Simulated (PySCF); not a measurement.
GaH3 (gallium hydride (gah3))

```csv
atom,x (Å),y (Å),z (Å)
Ga,0.0051,0.0022,-0.0114
H,0.0033,1.5733,-0.0311
H,1.3668,-0.7811,0.0209
H,-1.3547,-0.7848,-0.0241
```

Geometry: PBE0-D3(BJ)/def2-SVP.

All numbers below come from DFT single point, gas phase, functional M06-2X in PySCF.

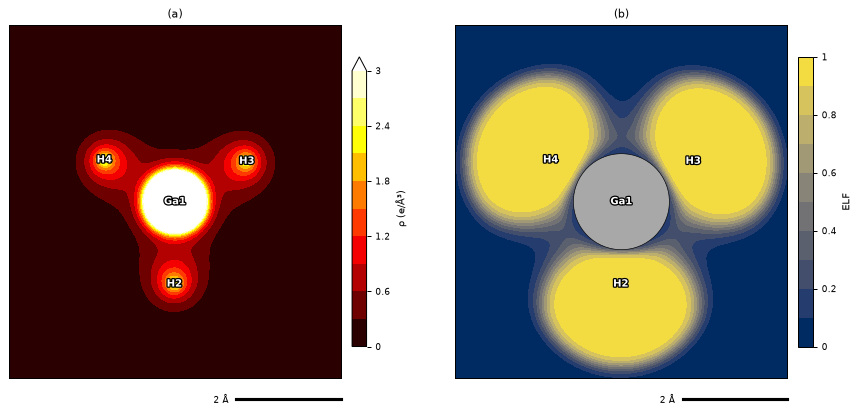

Figure 1. (a) electron density; (b) ELF on the molecular plane. Grey discs cover the atomic cores in the ELF map.

### What does the map show?

- Atoms in the plane: Ga and H.
- Ga–H (1.57 Å): ρ at the midpoint is about 0.95 e/Å³; the ELF climbs to about 1 towards the hydrogen.

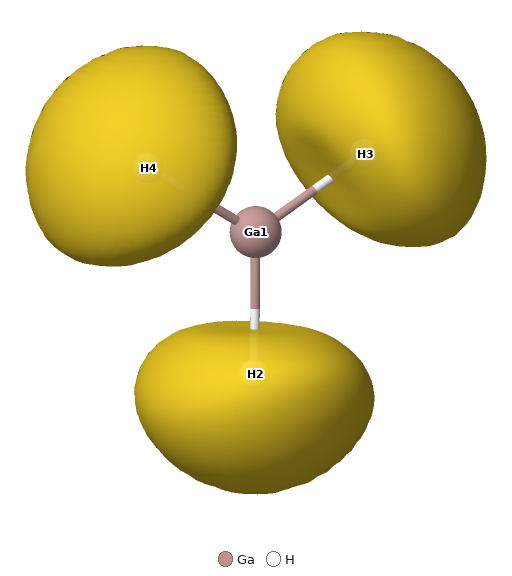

Figure 2. Isosurface of the electron localisation function at 0.85 (yellow), seen at a tilt. Core shells and regions of very low density are left out.

### What do the ELF domains correspond to?

At this value the surface marks out three regions around hydrogen nuclei.

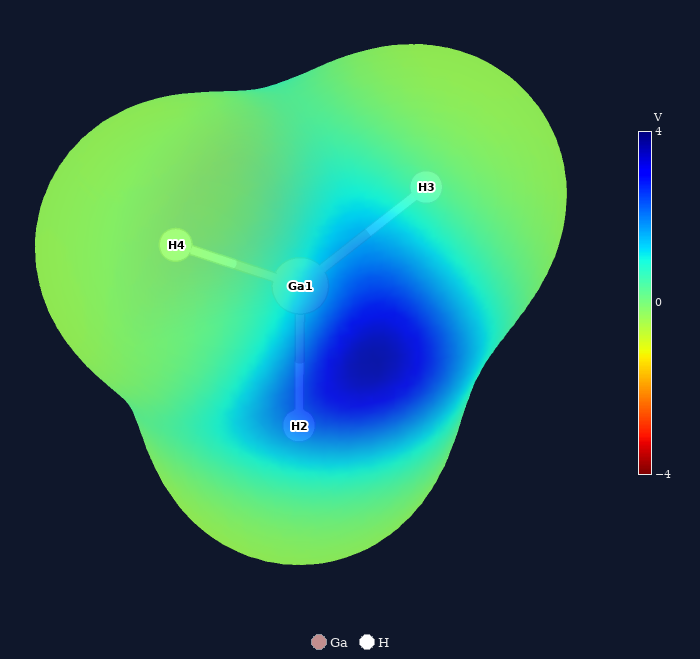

Figure 3. The electrostatic potential painted on the density surface at 0.002 e/bohr³, seen at a tilt; red is negative and blue positive.

### Describe the electrostatic potential map.

The most negative region (about −0.3 V, or −7 kcal/mol for a unit charge) lies over H2, H3 and H4, the most positive (about +3.5 V, or +81 kcal/mol for a unit charge) over Ga1.
